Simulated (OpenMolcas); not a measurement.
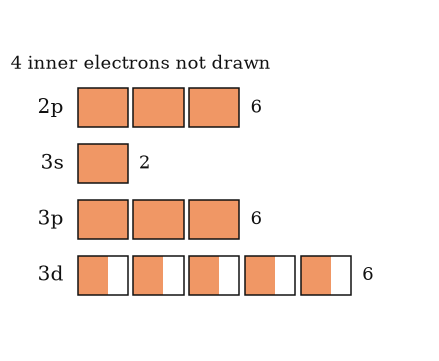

**Figure 1.** The outer shells of the leading configuration of the lowest level: a box for each of the 2l + 1 orbitals, shaded by the share of the shell that is filled, with the electron count at the right.

## Multiconfigurational calculation for Co³⁺ complex (part 1 of 2)

Co³⁺ with 6 ligands (Br; octahedron, 2.606 Å), embedded in Cs2NaYBr6 by model potentials and point charges, whose field is part of the energies. Computed at this level: state-averaged CASSCF, active space 6 electrons in the shell 3d, basis ANO-RCC-VDZP on the metal and ANO-RCC-VDZP on the ligands, DKH2 scalar Hamiltonian, spin-orbit coupling by RASSI with atomic mean-field integrals (OpenMolcas).

**Key numbers**

```
                                 quantity                                                                 value
                                  outcome                                                             converged
      energy of the lowest spin-free term                                                  −17018.74176 hartree
    energy of the lowest spin-orbit level                                                  −17018.74404 hartree
largest spread among components of a term                                                              0.0 cm⁻¹
                                 hardware  1 thread of Arm Neoverse V1, 24 GiB of memory available, shared host
                                wall time                                                                 3 min
                              peak memory                                                              0.27 GiB
```

**Notes**

Without dynamic correlation the splittings between terms come out too large, often by 20 to 50 %. Caveats: small active space favours high spin, ground spin may be wrong; covalent bonds, ligand orbitals missing from the active space; the geometry is set by hand, with no relaxation.

**The input**
```
&GATEWAY
Basis set
Co.ANO-RCC-VDZP.
Co1 0.0 0.0 0.0 Angstrom
End of basis
Basis set
Br.ANO-RCC-VDZP.
L1 2.606000 0.000000 0.000000 Angstrom
L2 0.000000 2.606000 0.000000 Angstrom
L3 0.000000 0.000000 2.606000 Angstrom
End of basis
Basis set
Na.EMB-AIMP.Al-Abdalla.7s4p.1s1p.ECP.Cs2NaYBr6.
PseudoCharge
* 3 symmetry-unique lattice sites within 7.6 angstrom
End of basis
Basis set
Cs.EMB-AIMP.Al-Abdalla.0s.0s.ECP.Cs2NaYBr6.
PseudoCharge
* 4 symmetry-unique lattice sites within 7.6 angstrom
End of basis
Basis set
Br.EMB-AIMP.Al-Abdalla.0s.0s.ECP.Cs2NaYBr6.
PseudoCharge
* 12 symmetry-unique lattice sites within 7.6 angstrom
End of basis
Symmetry
XYZ
AngMom=0.0 0.0 0.0
AMFI
RICD
XField
1570 Angstrom 0
* Evjen-weighted lattice charges
&SEWARD
&RASSCF
FileOrb=start.orb
Symmetry=1
Spin=5
nActEl=6 0 0
Inactive=57 60
Ras2=5 0
CIRoot=5 5 1
SDav=5
CIMx=300
Iter=150 100
PrWF=0.3
OrbListing=Nothing
MaxOrb=0
LevShft=1.0
>>> COPY $Project.JobIph JOB001
&RASSCF
FileOrb=start.orb
Symmetry=1
Spin=3
nActEl=6 0 0
Inactive=57 60
Ras2=5 0
CIRoot=45 45 1
SDav=45
CIMx=300
Iter=150 100
PrWF=0.3
OrbListing=Nothing
MaxOrb=0
LevShft=1.0
>>> COPY $Project.JobIph JOB002
&RASSCF
FileOrb=start.orb
Symmetry=1
Spin=1
nActEl=6 0 0
Inactive=57 60
Ras2=5 0
CIRoot=50 50 1
SDav=50
CIMx=300
Iter=150 100
PrWF=0.3
OrbListing=Nothing
MaxOrb=0
LevShft=1.0
>>> COPY $Project.JobIph JOB003
&RASSI
NrOfJobIphs=3 5 45 50
1 2 3 4 5
1 2 3 4 5 6 7 8 9 10 11 12 13 14 15 16 17 18 19 20 21 22 23 24 25 26 27
28 29 30 31 32 33 34 35 36 37 38 39 40 41 42 43 44 45
1 2 3 4 5 6 7 8 9 10 11 12 13 14 15 16 17 18 19 20 21 22 23 24 25 26 27
28 29 30 31 32 33 34 35 36 37 38 39 40 41 42 43 44 45 46 47 48 49 50
IphNames
JOB001
JOB002
JOB003
EJob
SpinOrbit
DIPRint=1.0
SOCoupling=1000.0
Subsets=2
Property=9
'ANGMOM' 1 'ANGMOM' 2 'ANGMOM' 3 'MLTPL  1' 1 'MLTPL  1' 2 'MLTPL  1' 3
'AMFI' 1 'AMFI' 2 'AMFI' 3
SOProperty=3
'ANGMOM' 1 'ANGMOM' 2 'ANGMOM' 3
```

The file start.orb holds starting orbitals from an earlier step. A driver script formed the levels outside the program, from RASSI's spin-orbit matrix and the active-space energies, averaged over the components of each term or state.

Launched with:
```bash
OMP_NUM_THREADS=1 MOLCAS_MEM=2457 MOLCAS_PROJECT=a pymolcas a.inp > a.log  # once for each step of the input, in one work folder
```

**The program's output (extracts)**
```
--- SEWARD ---
Basis set label: CO.ANO-RCC...5S4P2D1F.

      Electronic valence basis set:
      ------------------
      Associated Effective Charge  27.000000 au
      Associated Actual Charge     27.000000 au
      Nuclear Model: Point charge

      Shell  nPrim  nBasis  Cartesian Spherical Contaminant
         s      21       5        X
         p      15       4        X
         d      10       2                 X
         f       6       1                 X
                  Relativistic Douglas-Kroll-Hess integrals:
                    - DKH order of Hamiltonian: 2
                    - DKH order of Properties : 0
                  Atomic mean-field integrals
--- RASSCF ---
Wave function specifications:
      -----------------------------

      Number of closed shell electrons         234
      Number of electrons in active shells       6
      Max number of holes in RAS1 space          0
      Max nr of electrons in RAS3 space          0
      Number of inactive orbitals              117
      Number of active orbitals                  5
      Number of secondary orbitals              98
      Spin quantum number                      2.0
      State symmetry                             1
Orbital specifications:
      -----------------------

      Symmetry species                           1   2
                                                ag  au
      Frozen orbitals                            0   0
      Inactive orbitals                         57  60
      Active orbitals                            5   0
      RAS1 orbitals                              0   0
      RAS2 orbitals                              5   0
      RAS3 orbitals                              0   0
      Secondary orbitals                        46  52
      Deleted orbitals                           0   0
      Number of basis functions                108 112
      Number of CSFs                             5
      Number of root(s) required                 5
      Iter CI   SX   CI       RASSCF       Energy    max ROT     max BLB   max BLB  Level Ln srch  Step   QN
          iter iter root      energy       change     param      element    value   shift minimum  type update
 Nr of preliminary CI iterations:   1
      Total energies have been shifted. Add               -17000.00 au
        1   1   15    0   -17.92681631    0.00E+00  -8.56E-02   62  68 1  4.43E-01*  1.87   0.00    SX    NO
        2   1   15    0   -18.46716737   -5.40E-01* -6.11E-02   13  61 2  1.91E-01*  1.48   0.00    SX    NO
        3   1   15    0   -18.62616466   -1.59E-01* -5.24E-02   13  61 2  1.21E-01*  1.34   0.00    SX    NO
        4   1   15    0   -18.68700903   -6.08E-02* -3.79E-02   13  61 2  7.29E-02*  1.26   0.00    SX    NO
        5   1   14    0   -18.71116003   -2.42E-02* -4.44E-02   13  61 2  4.31E-02*  1.21   2.47    LS   YES
        6   1   14    0   -18.72440236   -1.32E-02*  1.98E-02   60  66 1 -1.92E-02*  1.15   1.26    QN   YES
        7   1   14    0   -18.72817227   -3.77E-03*  1.29E-02    6  73 2 -1.32E-02*  1.14   1.69    LS   YES
        8   1   14    0   -18.72892365   -7.51E-04* -5.01E-03    6  73 2 -1.79E-02*  1.14   1.06    QN   YES
        9   1   13    0   -18.72985388   -9.30E-04* -3.11E-03   19  63 2  4.40E-03*  1.14   1.63    LS   YES
       10   1   13    0   -18.73001812   -1.64E-04* -2.71E-03    6  73 2  1.17E-02*  1.14   1.02    QN   YES
        ...
       19   1    8    0   -18.73036969   -1.55E-07* -2.06E-04   46  63 2  6.00E-05   1.14   2.50    LS   YES
       20   1    7    0   -18.73036979   -9.78E-08*  3.59E-05    1  71 2 -4.15E-05   1.14   1.05    QN   YES
       21   1    7    0   -18.73036981   -2.28E-08* -2.84E-05   52  66 1  1.69E-05   1.14   1.56    QN   YES
       22   1    6    0   -18.73036982   -7.53E-09   7.85E-06   13  61 2 -6.65E-06   1.14   1.16    QN   YES
      Convergence after 22 iterations
       23   1    6    0   -18.73036982   -3.93E-10   7.85E-06   13  61 2 -4.20E-06   1.14   1.16    QN   YES
      Natural orbitals and occupation numbers for root  1
      sym 1:   1.000000   1.000000   1.000000   2.000000   1.000000
      Natural orbitals and occupation numbers for root  2
      sym 1:   2.000000   1.000000   1.000000   1.000000   1.000000
      Natural orbitals and occupation numbers for root  3
      sym 1:   1.000000   2.000000   1.000000   1.000000   1.000000
::    RASSCF root number  1 Total energy: -17018.74175532
::    RASSCF root number  2 Total energy: -17018.74175532
::    RASSCF root number  3 Total energy: -17018.74175532
::    RASSCF root number  4 Total energy: -17018.71329157
::    RASSCF root number  5 Total energy: -17018.71329156
--- RASSCF ---
Wave function specifications:
      -----------------------------

      Number of closed shell electrons         234
      Number of electrons in active shells       6
      Max number of holes in RAS1 space          0
      Max nr of electrons in RAS3 space          0
      Number of inactive orbitals              117
      Number of active orbitals                  5
      Number of secondary orbitals              98
      Spin quantum number                      1.0
      State symmetry                             1
Orbital specifications:
      -----------------------

      Symmetry species                           1   2
                                                ag  au
      Frozen orbitals                            0   0
      Inactive orbitals                         57  60
      Active orbitals                            5   0
      RAS1 orbitals                              0   0
      RAS2 orbitals                              5   0
      RAS3 orbitals                              0   0
      Secondary orbitals                        46  52
      Deleted orbitals                           0   0
      Number of basis functions                108 112
      Number of CSFs                            45
      Number of root(s) required                45
      Iter CI   SX   CI       RASSCF       Energy    max ROT     max BLB   max BLB  Level Ln srch  Step   QN
          iter iter root      energy       change     param      element    value   shift minimum  type update
 Nr of preliminary CI iterations:   1
      Total energies have been shifted. Add               -17000.00 au
        1   1    9    0   -18.57354013    0.00E+00  -1.59E-02   59  65 1 -1.75E-02*  1.16   0.00    SX    NO
        2   1    8    0   -18.57580101   -2.26E-03*  1.47E-02   50  62 1 -1.33E-02*  1.16   0.00    SX    NO
        3   1    9    0   -18.57699927   -1.20E-03* -1.07E-02   50  62 1 -9.78E-03*  1.15   0.00    SX    NO
        4   1    8    0   -18.57771811   -7.19E-04* -8.92E-03   50  62 1 -8.14E-03*  1.14   0.00    SX    NO
        5   1    8    0   -18.57817045   -4.52E-04* -1.28E-02   50  62 1 -6.45E-03*  1.14   2.50    LS   YES
        6   1    8    0   -18.57864224   -4.72E-04* -1.80E-02   49  63 1 -4.19E-03*  1.13   2.50    LS   YES
        7   1    8    0   -18.57894989   -3.08E-04* -5.18E-03   49  63 1 -4.60E-03*  1.12   1.23    QN   YES
        8   1    8    0   -18.57901247   -6.26E-05*  3.11E-03   49  63 1 -2.81E-03*  1.13   1.23    QN   YES
        9   1    7    0   -18.57904014   -2.77E-05*  2.19E-03   49  63 1 -1.47E-03*  1.12   1.71    LS   YES
       10   1    7    0   -18.57904580   -5.66E-06*  1.35E-03   49  63 1 -5.37E-04*  1.12   0.99    QN   YES
        ...
       20   1    6    0   -18.57905513    1.28E-08*  3.94E-05   31  73 2  1.01E-04*  1.13   0.34    LS   YES
       21   1    5    0   -18.57905514   -1.59E-08*  6.01E-05   31  73 2  3.34E-05   1.13   1.27    QN   YES
       22   1    5    0   -18.57905516   -1.12E-08*  3.93E-05   49  63 1  2.10E-05   1.13   1.52    QN   YES
       23   1    5    0   -18.57905516   -3.38E-09  -4.00E-06   58  61 2  7.51E-06   1.13   1.20    QN   YES
      Convergence after 23 iterations
       24   1    5    0   -18.57905516   -1.56E-10  -4.00E-06   58  61 2  4.19E-06   1.13   1.20    QN   YES
      Natural orbitals and occupation numbers for root  1
      sym 1:   1.872809   1.878489   0.101618   1.105190   1.041894
      Natural orbitals and occupation numbers for root  2
      sym 1:   1.878677   1.116361   0.115391   1.861666   1.027905
      Natural orbitals and occupation numbers for root  3
      sym 1:   1.114173   1.863824   1.030640   1.878664   0.112699
::    RASSCF root number  1 Total energy: -17018.66421104
::    RASSCF root number  2 Total energy: -17018.66421104
::    RASSCF root number  3 Total energy: -17018.66421104
::    RASSCF root number  4 Total energy: -17018.65303458
::    RASSCF root number  5 Total energy: -17018.65303458
::    RASSCF root number  6 Total energy: -17018.65303458
::    RASSCF root number  7 Total energy: -17018.64706658
::    RASSCF root number  8 Total energy: -17018.64706658
::    RASSCF root number  9 Total energy: -17018.64706658
::    RASSCF root number 10 Total energy: -17018.63539180
::    RASSCF root number 11 Total energy: -17018.63539180
::    RASSCF root number 12 Total energy: -17018.63539180
::    RASSCF root number 13 Total energy: -17018.62192512
::    RASSCF root number 14 Total energy: -17018.62192512
::    RASSCF root number 15 Total energy: -17018.62133117
::    RASSCF root number 16 Total energy: -17018.62133117
::    RASSCF root number 17 Total energy: -17018.62133117
::    RASSCF root number 18 Total energy: -17018.60468859
::    RASSCF root number 19 Total energy: -17018.60468859
::    RASSCF root number 20 Total energy: -17018.60282592
::    RASSCF root number 21 Total energy: -17018.60282592
::    RASSCF root number 22 Total energy: -17018.60282592
::    RASSCF root number 23 Total energy: -17018.59878516
::    RASSCF root number 24 Total energy: -17018.59674860
::    RASSCF root number 25 Total energy: -17018.59674860
::    RASSCF root number 26 Total energy: -17018.59674860
::    RASSCF root number 27 Total energy: -17018.58131855
::    RASSCF root number 28 Total energy: -17018.57616668
::    RASSCF root number 29 Total energy: -17018.57616668
::    RASSCF root number 30 Total energy: -17018.57616668
--- RASSCF ---
Wave function specifications:
      -----------------------------

      Number of closed shell electrons         234
      Number of electrons in active shells       6
      Max number of holes in RAS1 space          0
      Max nr of electrons in RAS3 space          0
      Number of inactive orbitals              117
      Number of active orbitals                  5
      Number of secondary orbitals              98
      Spin quantum number                      0.0
      State symmetry                             1
Orbital specifications:
      -----------------------

      Symmetry species                           1   2
                                                ag  au
      Frozen orbitals                            0   0
      Inactive orbitals                         57  60
      Active orbitals                            5   0
      RAS1 orbitals                              0   0
      RAS2 orbitals                              5   0
      RAS3 orbitals                              0   0
      Secondary orbitals                        46  52
      Deleted orbitals                           0   0
      Number of basis functions                108 112
      Number of CSFs                            50
      Number of root(s) required                50
      Iter CI   SX   CI       RASSCF       Energy    max ROT     max BLB   max BLB  Level Ln srch  Step   QN
          iter iter root      energy       change     param      element    value   shift minimum  type update
 Nr of preliminary CI iterations:   1
      Total energies have been shifted. Add               -17000.00 au
        1   1    8    0   -18.50624573    0.00E+00  -5.55E-03   61  65 1  1.06E-02*  1.12   0.00    SX    NO
        2   1    8    0   -18.50686436   -6.19E-04*  4.94E-03   61  65 1  4.81E-03*  1.12   0.00    SX    NO
        3   1    8    0   -18.50719933   -3.35E-04*  3.45E-03   61  65 1  4.00E-03*  1.11   0.00    SX    NO
        4   1    8    0   -18.50740104   -2.02E-04*  2.85E-03   51  62 1 -2.62E-03*  1.11   0.00    SX    NO
        5   1    8    0   -18.50752786   -1.27E-04*  4.18E-03   49  63 1 -2.31E-03*  1.11   2.50    LS   YES
        6   1    8    0   -18.50766182   -1.34E-04*  6.05E-03   49  63 1 -2.36E-03*  1.11   2.50    LS   YES
        7   1    8    0   -18.50774584   -8.40E-05*  1.06E-03   49  63 1 -2.46E-03*  1.10   1.14    QN   YES
        8   1    7    0   -18.50775970   -1.39E-05* -8.64E-04   49  63 1 -1.45E-03*  1.10   1.16    QN   YES
        9   1    7    0   -18.50776645   -6.75E-06* -6.15E-04   49  63 1 -7.52E-04*  1.10   1.71    LS   YES
       10   1    7    0   -18.50776784   -1.39E-06*  5.38E-04   49  63 1 -2.59E-04*  1.10   0.99    QN   YES
       11   1    7    0   -18.50776887   -1.04E-06* -2.11E-04   49  77 1 -1.38E-04*  1.10   1.42    QN   YES
       12   1    6    0   -18.50776913   -2.53E-07* -9.32E-05   46  63 1 -6.35E-05   1.10   1.52    QN   YES
       13   1    5    0   -18.50776921   -8.40E-08*  1.02E-04   51  93 1  3.16E-05   1.10   1.54    QN   YES
       14   1    5    0   -18.50776924   -3.05E-08* -6.44E-05   49  63 1  2.98E-05   1.10   1.42    QN   YES
       15   1    5    0   -18.50776925   -1.19E-08* -3.93E-05   49  63 1  2.93E-05   1.10   1.55    QN   YES
       16   1    5    0   -18.50776926   -5.92E-09   2.57E-05   49  63 1  1.75E-05   1.10   1.48    QN   YES
      Convergence after 16 iterations
       17   1    5    0   -18.50776926   -1.95E-09   2.57E-05   51  93 1 -6.53E-06   1.10   1.48    QN   YES
      Natural orbitals and occupation numbers for root  1
      sym 1:   0.996301   0.061887   1.960755   1.967244   1.013814
      Natural orbitals and occupation numbers for root  2
      sym 1:   1.967278   0.984238   1.026018   1.948678   0.073788
      Natural orbitals and occupation numbers for root  3
      sym 1:   1.967295   1.947806   0.074633   1.026885   0.983382
::    RASSCF root number  1 Total energy: -17018.61675962
::    RASSCF root number  2 Total energy: -17018.61675962
::    RASSCF root number  3 Total energy: -17018.61675962
::    RASSCF root number  4 Total energy: -17018.61575528
::    RASSCF root number  5 Total energy: -17018.60343346
::    RASSCF root number  6 Total energy: -17018.60343346
::    RASSCF root number  7 Total energy: -17018.60343346
::    RASSCF root number  8 Total energy: -17018.59331981
::    RASSCF root number  9 Total energy: -17018.59331981
::    RASSCF root number 10 Total energy: -17018.58503771
::    RASSCF root number 11 Total energy: -17018.58185043
::    RASSCF root number 12 Total energy: -17018.58185043
::    RASSCF root number 13 Total energy: -17018.58185043
::    RASSCF root number 14 Total energy: -17018.57501581
::    RASSCF root number 15 Total energy: -17018.57501581
::    RASSCF root number 16 Total energy: -17018.57501581
::    RASSCF root number 17 Total energy: -17018.57447757
::    RASSCF root number 18 Total energy: -17018.55494195
::    RASSCF root number 19 Total energy: -17018.55494195
::    RASSCF root number 20 Total energy: -17018.54867655
::    RASSCF root number 21 Total energy: -17018.54867655
::    RASSCF root number 22 Total energy: -17018.54867655
::    RASSCF root number 23 Total energy: -17018.54723074
::    RASSCF root number 24 Total energy: -17018.54723074
::    RASSCF root number 25 Total energy: -17018.54723074
::    RASSCF root number 26 Total energy: -17018.53302657
::    RASSCF root number 27 Total energy: -17018.51630484
::    RASSCF root number 28 Total energy: -17018.50953393
::    RASSCF root number 29 Total energy: -17018.50953393
::    RASSCF root number 30 Total energy: -17018.50698871
```

(Continued in part 2.)
